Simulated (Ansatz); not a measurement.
A computed series for TiO2: response to strain

Consider TiO$_{2}$ in the rutile structure (space group P4_2/mnm, No. 136; a = 4.6434 Å, c = 2.9638 Å). Axes: x, y, z lie along a, b, c of the conventional cell.

Strains are applied to the cell and any free atomic positions relax; under biaxial strain the out-of-plane vector relaxes too.

All numbers come from DFT with PBE, PAW potentials and a 420 eV plane-wave cutoff in Ansatz (an electronic-structure program), without spin-orbit coupling.

Notes on the quantities. in-plane stress: mean in-plane stress (compression positive).

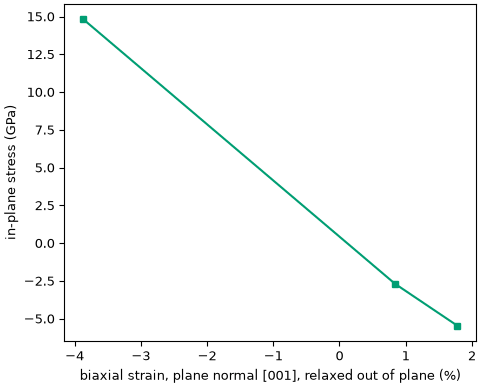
Figure. in-plane stress against biaxial strain, plane normal [001], relaxed out of plane

| biaxial strain, plane normal [001], relaxed out of plane (%) | in-plane stress |
|---|---|
| -3.87 | +14.8 GPa |
| 0.84 | -2.7 GPa |
| 1.78 | -5.5 GPa |

No phonon test of stability was made. All final runs are without spin polarisation.
